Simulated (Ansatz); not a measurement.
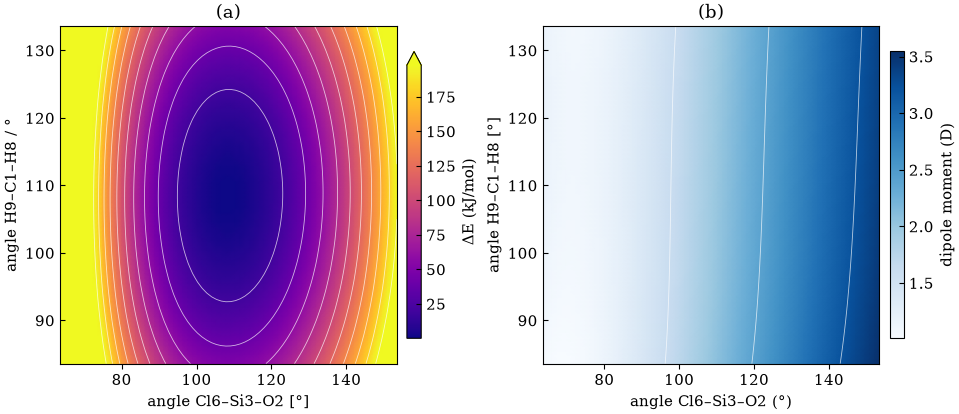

CH₃ClF₂OSi, SMILES CO[Si](F)(F)Cl. Coordinates scanned: (1) angle Cl6–Si3–O2; (2) angle H9–C1–H8. Nothing is relaxed (all other coordinates rigid). Grid: 13 × 13 points. Points are written as (first, second). Energies are in kJ/mol, from the lowest grid point. Theory: RKS PBE-D4/def2-SVP (Ansatz 0.2.0).

Panel (a) is the energy and panel (b) the computed dipole moment on the same grid.

In the figure: a smooth colour map with a few white contour lines, one colour for all values above the top of the scale. Between grid points the surface is interpolated.

**How does the dipole moment vary over the map, and what is it at the lowest grid point?**

Leaving out the highest fifth of the energies, it runs from 1.11 D at (78.5°, 83.6°) to 3.44 D at (153.5°, 100.2°). At the lowest grid point, (108.5°, 108.6°), it is 1.94 D.
